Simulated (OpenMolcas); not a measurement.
# C$_{2}$H$_{4}$F$_{2}$: energy and gradient calculation (part 1 of 2)

- system: C$_{2}$H$_{4}$F$_{2}$
- method: HF/3-21G, RHF (OpenMolcas 26.06)

The geometry comes from this level: PBE0-D4/def2-TZVP.

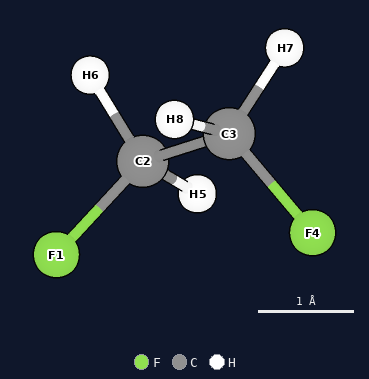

Fig. 1: The structure as given in the input (ball-and-stick view, seen at a tilt; atoms are numbered from 1 in the order of the input). Bond lengths as drawn: C–C 1.50 Å, C–F 1.38 Å and C–H 1.09 to 1.10 Å.

## Input file
```
&GATEWAY
BasLib=$CurrDir
Coord
8
angstrom
F       -1.312370       0.775570       0.874010
C       -0.115750       0.716060       0.193200
C        0.217900      -0.696080      -0.177380
F       -0.618130      -1.153280      -1.172850
H       -0.201180       1.337840      -0.702830
H        0.670250       1.117960       0.841860
H        1.248900      -0.742470      -0.544780
H        0.110390      -1.355610       0.688780
Basis=3-21G
Group=NoSym
&SEWARD
&SCF
Thresholds=1e-10 1e-07 1e-07 1e-05
PrOrbitals=1 2
&ALASKA
```

Launched with:
```bash
export MOLCAS_MEM=1860
pymolcas test.inp > test.log
```

## Log
```
--- Start Module: gateway ---

                                              &GATEWAY

                       available to each process: 1.9 GB of memory, 1 thread

 Basis Set     1 Label: F.3-21G
 Basis set is read from library:.
 basistype.tbl is not found

 Basis Set     2 Label: C.3-21G
 Basis set is read from library:.
 basistype.tbl is not found

 Basis Set     3 Label: F.3-21G
 Basis set is read from library:.
 basistype.tbl is not found

 Basis Set     4 Label: H.3-21G
 Basis set is read from library:.
 basistype.tbl is not found

++    Symmetry information:
      ---------------------

                    Character Table for C1

                             E
                    a        1  x, y, xy, Rz, z, xz, Ry, yz, Rx, I
--

++    Basis set information:
      ----------------------

      Basis set label: F.3-21G.........

      Electronic valence basis set:
      ------------------
      Associated Effective Charge   9.000000 au
      Associated Actual Charge      9.000000 au
      Nuclear Model: Point charge

      Shell  nPrim  nBasis  Cartesian Spherical Contaminant
         s       6       3        X
         p       3       2        X

      Basis set label: C.3-21G.........

      Electronic valence basis set:
      ------------------
      Associated Effective Charge   6.000000 au
      Associated Actual Charge      6.000000 au
      Nuclear Model: Point charge

      Shell  nPrim  nBasis  Cartesian Spherical Contaminant
         s       6       3        X
         p       3       2        X

      Basis set label: F.3-21G.........

      Electronic valence basis set:
      ------------------
      Associated Effective Charge   9.000000 au
      Associated Actual Charge      9.000000 au
      Nuclear Model: Point charge

      Shell  nPrim  nBasis  Cartesian Spherical Contaminant
         s       6       3        X
         p       3       2        X

      Basis set label: H.3-21G.........

      Electronic valence basis set:
      ------------------
      Associated Effective Charge   1.000000 au
      Associated Actual Charge      1.000000 au
      Nuclear Model: Point charge

      Shell  nPrim  nBasis  Cartesian Spherical Contaminant
         s       3       2        X
--

++    Molecular structure info:
      -------------------------

                    ************************************************
                    **** Cartesian Coordinates / bohr, angstrom ****
                    ************************************************

     Center  Label                x              y              z                     x              y              z
        1      F1              -2.480020       1.465615       1.651640             -1.312370       0.775570       0.874010
        2      C2              -0.218736       1.353157       0.365095             -0.115750       0.716060       0.193200
        3      C3               0.411771      -1.315401      -0.335200              0.217900      -0.696080      -0.177380
        4      F4              -1.168096      -2.179383      -2.216365             -0.618130      -1.153280      -1.172850
        5      H5              -0.380175       2.528151      -1.328156             -0.201180       1.337840      -0.702830
        6      H6               1.266589       2.112638       1.590885              0.670250       1.117960       0.841860
        7      H7               2.360079      -1.403065      -1.029485              1.248900      -0.742470      -0.544780
        8      H8               0.208607      -2.561732       1.301606              0.110390      -1.355610       0.688780

                    ***************************************
                    *    InterNuclear Distances / bohr    *
                    ***************************************

               1 F1            2 C2            3 C3            4 F4            5 H5            6 H6
    1 F1       0.000000
    2 C2       2.604083        0.000000
    3 C3       4.477056        2.830045        0.000000
    4 F4       5.474360        4.477060        2.604080        0.000000
    5 H5       3.797040        2.067311        4.047966        4.854958        0.000000
    6 H6       3.802553        2.070160        4.023924        6.232519        3.377171        0.000000
    7 H7       6.232520        4.023916        2.070174        3.802549        4.801318        4.519096
    8 H8       4.854972        4.047966        2.067305        3.797054        5.759272        4.801327

               7 H7            8 H8
    7 H7       0.000000
    8 H8       3.377177        0.000000

                    *******************************************
                    *    InterNuclear Distances / angstrom    *
                    *******************************************

               1 F1            2 C2            3 C3            4 F4            5 H5            6 H6
    1 F1       0.000000
    2 C2       1.378021        0.000000
    3 C3       2.369156        1.497595        0.000000
    4 F4       2.896907        2.369158        1.378020        0.000000
    5 H5       2.009307        1.093974        2.142092        2.569133        0.000000
    6 H6       2.012224        1.095481        2.129369        3.298107        1.787122        0.000000
    7 H7       3.298108        2.129365        1.095489        2.012222        2.540748        2.391403
    8 H8       2.569141        2.142091        1.093970        2.009315        3.047676        2.540753

               7 H7            8 H8
    7 H7       0.000000
    8 H8       1.787125        0.000000

                    **************************************
                    *    Valence Bond Angles / degree    *
                    **************************************
                          Atom centers                 Phi
                      1 F1       2 C2       3 C3       110.88
                      1 F1       2 C2       5 H5       108.20
                      1 F1       2 C2       6 H6       108.34
                      3 C3       2 C2       5 H5       110.53
                      3 C3       2 C2       6 H6       109.43
                      5 H5       2 C2       6 H6       109.42
                      2 C2       3 C3       4 F4       110.88
                      2 C2       3 C3       7 H7       109.43
                      2 C2       3 C3       8 H8       110.53
                      4 F4       3 C3       7 H7       108.34
                      4 F4       3 C3       8 H8       108.20
                      7 H7       3 C3       8 H8       109.42

           ***************************************************************
           *              Valence Dihedral Angles / degree               *
           ***************************************************************
                    Atom centers                       Phi1     Phi2     Theta
           1 F1       2 C2       3 C3       4 F4        110.88   110.88    71.11
           1 F1       2 C2       3 C3       7 H7        110.88   109.43  -169.44
           1 F1       2 C2       3 C3       8 H8        110.88   110.53   -48.88
           5 H5       2 C2       3 C3       7 H7        110.53   109.43    70.57
           5 H5       2 C2       3 C3       8 H8        110.53   110.53  -168.86
           6 H6       2 C2       3 C3       7 H7        109.43   109.43   -49.99
           6 H6       2 C2       3 C3       8 H8        109.43   110.53    70.57
           4 F4       3 C3       2 C2       5 H5        110.88   110.53   -48.88
           4 F4       3 C3       2 C2       6 H6        110.88   109.43  -169.44
--

            Nuclear Potential Energy            128.13463203 au

--- Stop Module: gateway /rc=_RC_ALL_IS_WELL_ ---

--- Start Module: seward ---

                                              &SEWARD

                       available to each process: 1.9 GB of memory, 1 thread

               SEWARD will generate:
                  Multipole Moment integrals up to order  2
                  Kinetic Energy integrals
                  Nuclear Attraction integrals (point charge)
                  One-Electron Hamiltonian integrals
                  Velocity integrals
                  Orbital angular momentum around ( -0.9619  -0.1882  -0.1489 )
                  Velocity quadrupole around ( -0.9619  -0.1882  -0.1489 )
                  Two-Electron Repulsion integrals

                   Integrals are discarded if absolute value <: 1.00E-14
                   Integral cutoff threshold is set to       <: 1.00E-16

            Nuclear Potential Energy            128.13463203 au

      Basis set specifications :
      Symmetry species         a
      Basis functions           44

--- Stop Module: seward /rc=_RC_ALL_IS_WELL_ ---

--- Start Module: scf ---

                                                &SCF

                       available to each process: 1.9 GB of memory, 1 thread

++    Input section:
      --------------

      Header of the integral files:

      Cartesian coordinates in angstrom:
      -----------------------------------------------------
      No.  Label        X            Y            Z
      -----------------------------------------------------
       1   F1        -1.31237000   0.77557000   0.87401000
       2   C2        -0.11575000   0.71606000   0.19320000
       3   C3         0.21790000  -0.69608000  -0.17738000
       4   F4        -0.61813000  -1.15328000  -1.17285000
       5   H5        -0.20118000   1.33784000  -0.70283000
       6   H6         0.67025000   1.11796000   0.84186000
       7   H7         1.24890000  -0.74247000  -0.54478000
       8   H8         0.11039000  -1.35561000   0.68878000
      -----------------------------------------------------
      Nuclear repulsion energy =  128.13463203
--

++    Orbital specifications:
      -----------------------

      Symmetry species               1
                                     a
      Frozen orbitals                0
      Occupied orbitals             17
      Secondary orbitals            27
      Deleted orbitals               0
      Total number of orbitals      44
      Number of basis functions     44
--

      Molecular charge                           0.000

++    Optimization specifications:
      ----------------------------

      SCF Algorithm: Conventional
      Minimized density differences are used
      Number of density matrices in core                 5
      Maximum number of NDDO SCF iterations            400
      Maximum number of HF SCF iterations              400
      Threshold for SCF energy change             1.00E-10
      Threshold for density matrix                1.00E-07
      Threshold for Fock matrix                   1.00E-07
      Threshold for linear dependence             1.00E-09
      Threshold at which DIIS is turned on        1.50E-01
      Maximum depth in the DIIS procedure                5
      Maximum depth in the BFGS Hessian update          30
      Threshold at which QNR/C2DIIS is turned on  7.50E-02
      Threshold for Norm(delta) (QNR/C2DIIS)      1.00E-05
      All orbitals punched on: SCFORB
--

      Input vectors read from INPORB
      Orbital file label: *Guess orbitals

++ Convergence information
                                   SCF        iterations: Energy and convergence statistics

Iter     Tot. SCF        One-elec.       Two-elec.     Energy      Max Dij or  Max Fij      DNorm      TNorm      AccCon     Time
         Energy          Energy          Energy        Change      Delta Norm                                                in Sec.
   1  -275.015044483  -634.908580118   231.758903604   0.00E+00    2.54E-01*   2.10E-01*    6.72E+00   9.98E+01   None         0.
   2  -275.340347054  -635.724005948   232.249026863  -3.25E-01*   1.02E-01*   7.07E-02*    2.66E+00   1.00E+02   EDIIS        0.
   3  -275.393569372  -636.647864727   233.119663324  -5.32E-02*   1.49E-02*   3.22E-02*    5.76E-01   1.00E+02   c2DIIS       0.
   4  -275.416501650  -636.103606692   232.552473011  -2.29E-02*   6.04E-03*   2.69E-03*    7.53E-02   1.00E+02   QNRc2DIIS    0.
   5  -275.416607645  -636.184157364   232.632917689  -1.06E-04*   2.36E-03*   6.62E-04*    2.40E-02   1.00E+02   QNRc2DIIS    0.
   6  -275.416617438  -636.164892276   232.613642808  -9.79E-06*   2.19E-04*   7.44E-05*    4.43E-03   1.00E+02   QNRc2DIIS    0.
   7  -275.416617590  -636.164446314   232.613196693  -1.53E-07*   1.52E-04*   3.58E-05*    6.37E-04   1.00E+02   QNRc2DIIS    0.
   8  -275.416617617  -636.164916607   232.613666959  -2.71E-08*   2.49E-05*   1.81E-05*    1.60E-04   1.00E+02   QNRc2DIIS    0.
   9  -275.416617620  -636.164605539   232.613355888  -2.60E-09*   1.13E-05*   2.66E-06*    2.26E-05   1.00E+02   QNRc2DIIS    0.
  10  -275.416617620  -636.164658953   232.613409302  -2.52E-10*   1.59E-06    4.27E-07*    3.88E-04   1.00E+02   QNRc2DIIS    0.
  11  -275.416617620  -636.164663388   232.613413737  -4.26E-12    3.40E-07    7.60E-08     5.41E-03   1.00E+02   QNRc2DIIS    0.

       Convergence after  11 Iterations
--
```
